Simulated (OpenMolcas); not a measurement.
CH₂F₂ (charge −1): single-point calculation (part 1 of 2)

The run: single-point calculation of CH₂F₂, charge −1, multiplicity 2. Method and program: B3LYP/6-31G*, UKS (OpenMolcas 26.06).

The geometry is that of the parent species in another charge or spin state. The geometry comes from this level: PBE0-D4/def2-TZVP.

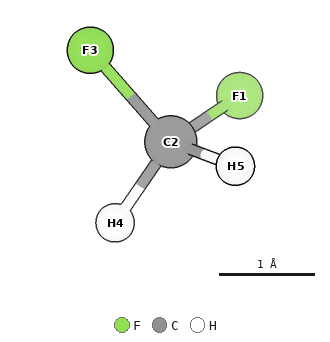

The structure as given in the input (ball-and-stick view, seen at a tilt; atoms are numbered from 1 in the order of the input).

## Summary

| quantity | value |
| --- | --- |
| outcome | converged |
| total energy | −238.769646 hartree |
| basis functions | 46 |
| ⟨S²⟩ | 0.753 |
| hardware | 1 thread of Arm Neoverse V1, 24 GiB of memory available, shared host |
| wall time | 15 s |
| peak memory | 0.38 GiB |

## Input file
```
>>> EXPORT MOLCAS_PRINT=2
&GATEWAY
BASLIB = $CurrDir
COORD
5
angstrom
F       -1.073300       0.191200       0.698300
C        0.010100      -0.016900      -0.082300
F        1.090500      -0.179200       0.713200
H       -0.142700      -0.932900      -0.659500
H        0.165300       0.864200      -0.711100
BASIS = 6-31Gs
GROUP = NoSym
&SEWARD
GRIDINPUT
Grid=UltraFine
End of Grid
&SCF
UHF
CHARGE = -1
SPIN = 2
KSDFT = B3LYP
THRESHOLDS = 1e-10 1e-07 1e-07 1e-05
PRORBITALS = 1 2
```

Launch command:
```bash
export MOLCAS_MEM=1860
pymolcas job.inp > job.log
```

## The program's output
```
--- Start Module: gateway ---

                                              &GATEWAY

                       available to each process: 1.9 GB of memory, 1 thread

 Basis Set     1 Label: F.6-31GS
 Basis set is read from library:.
 basistype.tbl is not found

 Basis Set     2 Label: C.6-31GS
 Basis set is read from library:.
 basistype.tbl is not found

 Basis Set     3 Label: F.6-31GS
 Basis set is read from library:.
 basistype.tbl is not found

 Basis Set     4 Label: H.6-31GS
 Basis set is read from library:.
 basistype.tbl is not found

++    Symmetry information:
      ---------------------

                    Character Table for C1

                             E
                    a        1  x, y, xy, Rz, z, xz, Ry, yz, Rx, I
--

++    Basis set information:
      ----------------------

      Basis set label: F.6-31GS.........

      Electronic valence basis set:
      ------------------
      Associated Effective Charge   9.000000 au
      Associated Actual Charge      9.000000 au
      Nuclear Model: Point charge

      Shell  nPrim  nBasis  Cartesian Spherical Contaminant
         s      10       3        X
         p       4       2        X
         d       1       1                 X

      Basis set label: C.6-31GS.........

      Electronic valence basis set:
      ------------------
      Associated Effective Charge   6.000000 au
      Associated Actual Charge      6.000000 au
      Nuclear Model: Point charge

      Shell  nPrim  nBasis  Cartesian Spherical Contaminant
         s      10       3        X
         p       4       2        X
         d       1       1                 X

      Basis set label: F.6-31GS.........

      Electronic valence basis set:
      ------------------
      Associated Effective Charge   9.000000 au
      Associated Actual Charge      9.000000 au
      Nuclear Model: Point charge

      Shell  nPrim  nBasis  Cartesian Spherical Contaminant
         s      10       3        X
         p       4       2        X
         d       1       1                 X

      Basis set label: H.6-31GS.........

      Electronic valence basis set:
      ------------------
      Associated Effective Charge   1.000000 au
      Associated Actual Charge      1.000000 au
      Nuclear Model: Point charge

      Shell  nPrim  nBasis  Cartesian Spherical Contaminant
         s       4       2        X
--

++    Molecular structure info:
      -------------------------

                    ************************************************
                    **** Cartesian Coordinates / bohr, angstrom ****
                    ************************************************

     Center  Label                x              y              z                     x              y              z
        1      F1              -2.028243       0.361316       1.319596             -1.073300       0.191200       0.698300
        2      C2               0.019086      -0.031936      -0.155524              0.010100      -0.016900      -0.082300
        3      F3               2.060746      -0.338639       1.347753              1.090500      -0.179200       0.713200
        4      H4              -0.269664      -1.762926      -1.246274             -0.142700      -0.932900      -0.659500
        5      H5               0.312372       1.633101      -1.343784              0.165300       0.864200      -0.711100

                    ***************************************
                    *    InterNuclear Distances / bohr    *
                    ***************************************

               1 F1            2 C2            3 F3            4 H4            5 H5
    1 F1       0.000000
    2 C2       2.553857        0.000000
    3 F3       4.148562        2.553876        0.000000
    4 H4       3.766788        2.066261        3.766747        0.000000
    5 H5       3.766897        2.066477        3.766822        3.446922        0.000000

                    *******************************************
                    *    InterNuclear Distances / angstrom    *
                    *******************************************

               1 F1            2 C2            3 F3            4 H4            5 H5
    1 F1       0.000000
    2 C2       1.351443        0.000000
    3 F3       2.195324        1.351453        0.000000
    4 H4       1.993298        1.093418        1.993277        0.000000
    5 H5       1.993356        1.093533        1.993316        1.824033        0.000000

                    **************************************
                    *    Valence Bond Angles / degree    *
                    **************************************
                          Atom centers                 Phi
                      1 F1       2 C2       3 F3       108.63
                      1 F1       2 C2       4 H4       108.78
                      1 F1       2 C2       5 H5       108.77
                      3 F3       2 C2       4 H4       108.77
                      3 F3       2 C2       5 H5       108.77
                      4 H4       2 C2       5 H5       113.03
--

            Nuclear Potential Energy             77.46821051 au

--- Stop Module: gateway /rc=_RC_ALL_IS_WELL_ ---

--- Start Module: seward ---

                                              &SEWARD

                       available to each process: 1.9 GB of memory, 1 thread

               SEWARD will generate:
                  Multipole Moment integrals up to order  2
                  Kinetic Energy integrals
                  Nuclear Attraction integrals (point charge)
                  One-Electron Hamiltonian integrals
                  Velocity integrals
                  Orbital angular momentum around (  0.0171  -0.0016   0.8882 )
                  Velocity quadrupole around (  0.0171  -0.0016   0.8882 )
                  Two-Electron Repulsion integrals

                   Integrals are discarded if absolute value <: 1.00E-14
                   Integral cutoff threshold is set to       <: 1.00E-16

            Nuclear Potential Energy             77.46821051 au

      Basis set specifications :
      Symmetry species         a
      Basis functions           46

--- Stop Module: seward /rc=_RC_ALL_IS_WELL_ ---

--- Start Module: scf ---

                                                &SCF

                       available to each process: 1.9 GB of memory, 1 thread

++    Input section:
      --------------

      Header of the integral files:

      Cartesian coordinates in angstrom:
      -----------------------------------------------------
      No.  Label        X            Y            Z
      -----------------------------------------------------
       1   F1        -1.07330000   0.19120000   0.69830000
       2   C2         0.01010000  -0.01690000  -0.08230000
       3   F3         1.09050000  -0.17920000   0.71320000
       4   H4        -0.14270000  -0.93290000  -0.65950000
       5   H5         0.16530000   0.86420000  -0.71110000
      -----------------------------------------------------
      Nuclear repulsion energy =   77.46821051
--

++    Orbital specifications:
      -----------------------

      Symmetry species               1
                                     a
      Frozen orbitals                0
      Start temperature = 0.500
      End temperature   = 0.010
      Temperature Factor= 0.460
      Deleted orbitals               0
      Total number of orbitals      46
      Number of basis functions     46
--

      Molecular charge                          -1.000

      Numerical integration parameters
      --------------------------------
      Radial quadrature type:                         MHL
      Size of radial grid:                            99
      Lebedev angular grid:                           41
      Angular grid pruned with the crowding factor:  1.00E+10
                                 and fading factor:  1.00E+01
      Screening threshold for integral computation:   1.00E-11
      Radial quadrature accuracy:                     1.00E-25
      Maximum batch size:                             128
      AO values are stored on disk
      The same grid will be used for all iterations.

      DFT functional specifications
      -----------------------------
      Using Libxc version: 6.2.2
      Please cite the following reference:
      S. Lehtola, C. Steigemann, M. J.T. Oliveira, and M. A.L. Marques.,  SoftwareX 7, 1–5 (2018) doi:10.1016/j.softx.2017.11.002

      * B3LYP

++    Optimization specifications:
      ----------------------------

      SCF Algorithm: Conventional USCF
      D(i)-D(i-1) density differences are used
      Number of density matrices in core                 5
      Maximum number of NDDO SCF iterations            400
      Maximum number of HF SCF iterations              400
      Threshold for SCF energy change             1.00E-10
      Threshold for density matrix                1.00E-07
      Threshold for Fock matrix                   1.00E-07
      Threshold for linear dependence             1.00E-09
      Threshold at which DIIS is turned on        1.50E-01
      Maximum depth in the DIIS procedure                5
      Maximum depth in the BFGS Hessian update          30
      Threshold at which QNR/C2DIIS is turned on  7.50E-02
      Threshold for Norm(delta) (QNR/C2DIIS)      1.00E-05
      All orbitals punched on: UHFORB
--

      Input vectors read from INPORB
      Orbital file label: *Guess orbitals

++ Convergence information
                               UHF B3LYP      iterations: Energy and convergence statistics

Iter     Tot. B3LYP      One-elec.       Two-elec.     Energy      Max Dij or  Max Fij      DNorm      TNorm      AccCon     Time
         Energy          Energy          Energy        Change      Delta Norm                                                in Sec.
   1  -235.383386624  -511.461341570   198.609744434   0.00E+00    5.22E-01*   5.65E-01*    7.88E+00   1.00E+02   None         1.
   2  -236.363331648  -513.030299126   199.198756965  -9.80E-01*   4.05E-01*   3.40E-01*    1.11E+01   9.90E+01   EDIIS        1.
   3  -237.149269486  -508.511130885   193.893650887  -7.86E-01*   2.30E-01*   2.48E-01*    5.22E+00   9.91E+01   EDIIS        1.
   4  -238.334062119  -518.850483081   203.048210449  -1.18E+00*   2.94E-01*   1.77E-01*    5.04E+00   1.00E+02   EDIIS        1.
   5  -238.445823244  -509.213957132   193.299923375  -1.12E-01*   6.76E-02*   1.07E-01*    6.86E+00   9.87E+01   EDIIS        1.
   6  -238.757987802  -514.513740818   198.287542504  -3.12E-01*   5.42E-02*   3.31E-02*    6.62E+00   9.95E+01   EDIIS        1.
   7  -238.757582246  -513.023526382   196.797733624   4.06E-04*   1.88E-02*   2.53E-02*    6.05E-01   9.93E+01   EDIIS        1.

       Fermi aufbau procedure completed!
      nOcc(alpha)=   14
      nOcc(beta) =   13

   8  -238.769197940  -513.996791140   197.759382688  -1.16E-02*   7.11E-03*   4.94E-03*    4.80E-01   9.94E+01   c2DIIS       1.
   9  -238.769639224  -513.896452701   197.658602964  -4.41E-04*   7.72E-03*   9.41E-04*    8.95E-02   9.94E+01   QNRc2DIIS    1.
  10  -238.769640872  -513.855912968   197.618061584  -1.65E-06*   3.70E-03*   8.03E-04*    4.94E-02   9.94E+01   QNRc2DIIS    1.
  11  -238.769646347  -513.871318945   197.633462085  -5.47E-06*   1.04E-03*   1.35E-04*    2.69E-02   9.94E+01   QNRc2DIIS    1.
  12  -238.769646323  -513.880080653   197.642223818   2.44E-08*   5.52E-04*   1.87E-04*    3.70E-03   9.94E+01   QNRc2DIIS    1.
  13  -238.769646494  -513.874583214   197.636726208  -1.72E-07*   7.71E-05*   1.74E-05*    2.12E-03   9.94E+01   QNRc2DIIS    1.
  14  -238.769646497  -513.874744941   197.636887932  -2.10E-09*   1.25E-05*   1.55E-06*    4.33E-04   9.94E+01   QNRc2DIIS    1.
  15  -238.769646497  -513.874748483   197.636891474  -4.33E-11    4.25E-06    3.36E-07*    7.82E-05   9.94E+01   QNRc2DIIS    1.
  16  -238.769646497  -513.874747410   197.636890401  -3.18E-12    6.70E-07    4.27E-08     2.63E-05   9.94E+01   QNRc2DIIS    1.

       Convergence after  16 Iterations
--

 *****************************************************************************************************************************
 *                                             SCF/KS-DFT Program, Final results                                             *
 *                                                       Final Results                                                       *
 *****************************************************************************************************************************

::    Total KS-DFT energy                            -238.7696464966
      One-electron energy                            -513.8747474099
      Two-electron energy                             197.6368904009
      Nuclear repulsion energy                         77.4682105124
      Kinetic energy (interpolated)                   238.4753636446
      Virial theorem                                    1.0012340178
      Total spin, S(S+1)                                0.7526953103
      Total spin, S                                     0.5013467483
      Max non-diagonal density matrix element           0.0000004935
      Max non-diagonal Fock matrix element              0.0000000132

      All orbitals with orbital energies smaller than  E(LUMO)+0.5 are printed

++    Molecular orbitals:
      -------------------

      Title: UKS-DFT orbitals (alpha)

      Molecular orbitals for symmetry species 1: a

      Basis set list:
        1 F1     1s                 11 F1     3d1-               21 C2     2py                31 F3     1s                 41 F3     3d1+
        2 F1     1s                 12 F1     3d0                22 C2     2pz                32 F3     2px                42 F3     3d2+
        3 F1     1s                 13 F1     3d1+               23 C2     2pz                33 F3     2px                43 H4     1s
        4 F1     2px                14 F1     3d2+               24 C2     3d2-               34 F3     2py                44 H4     1s
        5 F1     2px                15 C2     1s                 25 C2     3d1-               35 F3     2py                45 H5     1s
        6 F1     2py                16 C2     1s                 26 C2     3d0                36 F3     2pz                46 H5     1s
        7 F1     2py                17 C2     1s                 27 C2     3d1+               37 F3     2pz
        8 F1     2pz                18 C2     2px                28 C2     3d2+               38 F3     3d2-
        9 F1     2pz                19 C2     2px                29 F3     1s                 39 F3     3d1-
       10 F1     3d2-               20 C2     2py                30 F3     1s                 40 F3     3d0

  Index Energy  Occupation Coefficients ...

    1  -24.4429    1.0000          1 F1     1s     ( 0.758),    29 F3     1s     ( 0.645),

    2  -24.4429    1.0000          1 F1     1s     (-0.645),    29 F3     1s     ( 0.758),

    3  -10.0109    1.0000         15 C2     1s     ( 0.995),

    4   -0.9930    1.0000          2 F1     1s     ( 0.326),     3 F1     1s     ( 0.357),    30 F3     1s     ( 0.326),    31 F3     1s     ( 0.357),

    5   -0.9379    1.0000          2 F1     1s     (-0.356),     3 F1     1s     (-0.377),    30 F3     1s     ( 0.356),    31 F3     1s     ( 0.377),

    6   -0.4287    1.0000          3 F1     1s     ( 0.201),     4 F1     2px    (-0.195),    16 C2     1s     (-0.365),    17 C2     1s     (-0.205),
                                  31 F3     1s     ( 0.201),    32 F3     2px    ( 0.194),

    7   -0.2835    1.0000          4 F1     2px    ( 0.254),     8 F1     2pz    (-0.315),     9 F1     2pz    (-0.199),    18 C2     2px    (-0.311),
                                  32 F3     2px    ( 0.253),    36 F3     2pz    ( 0.319),    37 F3     2pz    ( 0.201),

    8   -0.2773    1.0000          4 F1     2px    (-0.318),     5 F1     2px    (-0.208),    22 C2     2pz    (-0.334),    32 F3     2px    ( 0.318),
                                  33 F3     2px    ( 0.208),

    9   -0.2703    1.0000          6 F1     2py    ( 0.318),     7 F1     2py    ( 0.207),    20 C2     2py    ( 0.327),    34 F3     2py    ( 0.318),
                                  35 F3     2py    ( 0.207),

   10   -0.1660    1.0000          6 F1     2py    (-0.465),     7 F1     2py    (-0.336),    34 F3     2py    ( 0.465),    35 F3     2py    ( 0.336),

   11   -0.1490    1.0000          4 F1     2px    ( 0.377),     5 F1     2px    ( 0.271),     8 F1     2pz    ( 0.297),     9 F1     2pz    ( 0.198),
                                  32 F3     2px    ( 0.378),    33 F3     2px    ( 0.272),    36 F3     2pz    (-0.291),    37 F3     2pz    (-0.194),

   12   -0.1480    1.0000          8 F1     2pz    ( 0.411),     9 F1     2pz    ( 0.303),    22 C2     2pz    (-0.221),    36 F3     2pz    ( 0.412),
                                  37 F3     2pz    ( 0.303),

   13   -0.0630    1.0000          6 F1     2py    ( 0.332),     7 F1     2py    ( 0.242),    20 C2     2py    (-0.336),    34 F3     2py    ( 0.332),
                                  35 F3     2py    ( 0.242),    43 H4     1s     ( 0.208),    44 H4     1s     ( 0.329),    45 H5     1s     (-0.208),
                                  46 H5     1s     (-0.329),
```
